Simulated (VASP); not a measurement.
Band structure of P (space group Cmce). Level of theory: r2SCAN+rVV10, VASP's PBE PAW potentials (set 64) (plane waves; VASP).

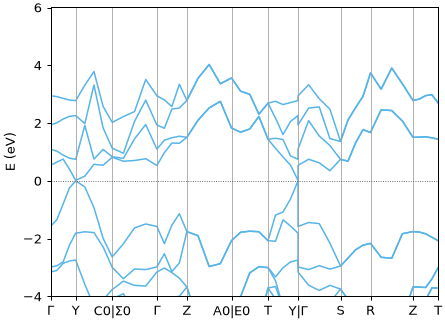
Figure. Bands along high-symmetry lines, zero at the valence-band maximum or, without a gap, the Fermi level

Task: Read the plot: is there a gap, and where are the band edges?

Result: The gap is direct, 0.02 eV, from the valence maximum at Y to the conduction minimum at Y.

The structure comes from a measured P entry (Cmce) of the Crystallography Open Database, whose conditions weren't checked. It was relaxed first.
